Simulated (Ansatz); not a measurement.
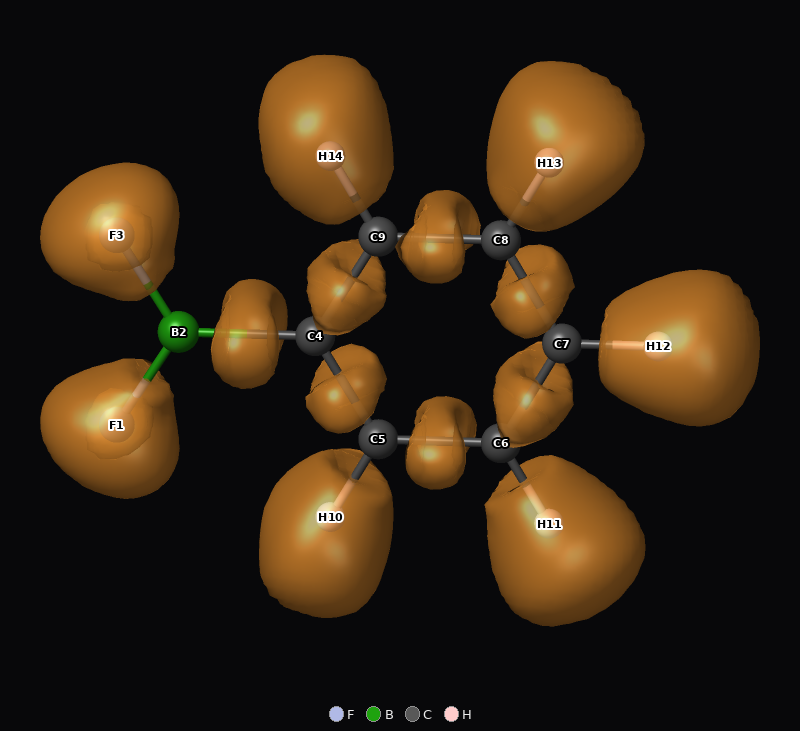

C₆H₅BF₂ (SMILES FB(F)c1ccccc1). Isosurface of the ELF at 0.75 (orange), seen at a tilt. Core shells and regions of very low density are left out.

Geometry: PBE0-D4/def2-TZVP.

Level of theory: RKS PBE0-D4/def2-TZVPP in Ansatz.

Input file:

```
crystal:
  periodic: [false, false, false]
  atoms:
    - {symbol: F, position_ang: [-1.057009, -2.865656, -1.218933]}
    - {symbol: B, position_ang: [-0.601232, -2.314525, -0.105129]}
    - {symbol: F, position_ang: [-0.495579, -3.111771, 0.946191]}
    - {symbol: C, position_ang: [-0.213826, -0.822419, -0.035976]}
    - {symbol: C, position_ang: [-0.333409, -0.002430, -1.161208]}
    - {symbol: C, position_ang: [0.013744, 1.336427, -1.100784]}
    - {symbol: C, position_ang: [0.485963, 1.873565, 0.089019]}
    - {symbol: C, position_ang: [0.611232, 1.073885, 1.216831]}
    - {symbol: C, position_ang: [0.263404, -0.264645, 1.153128]}
    - {symbol: H, position_ang: [-0.702616, -0.423871, -2.089778]}
    - {symbol: H, position_ang: [-0.082556, 1.964092, -1.979135]}
    - {symbol: H, position_ang: [0.758090, 2.922090, 0.137644]}
    - {symbol: H, position_ang: [0.980287, 1.497057, 2.143902]}
    - {symbol: H, position_ang: [0.360607, -0.890999, 2.033130]}
basis:
  gaussian: {orbitals: def2-TZVPP}
hamiltonian: {xc: pbe0, dispersion: d4}
output: {orbitals: {seedname: orbitals}}
```

Launched as:

```sh
ansatz run in.yaml --threads 2 --pin off --events-out ev --progress --plain --max-ram 31744MiB --backend cuda --devices 0, --max-vram 18GiB
```

Describe the localisation domains.

The ELF exceeds this value in one region between bonded B–C atoms (shared pairs), six regions between bonded C–C atoms (shared pairs), five regions around hydrogen nuclei and two regions on F in which the atom's valence shell and bonds are merged.

Values along the shortest contacts:
B–F (1.32 Å): the ELF peaks at about 0.85 between the atoms: a shared but strongly polarised pair. C–C (1.38 Å): the ELF peaks at about 0.95 between the atoms; localised, covalent bonding.
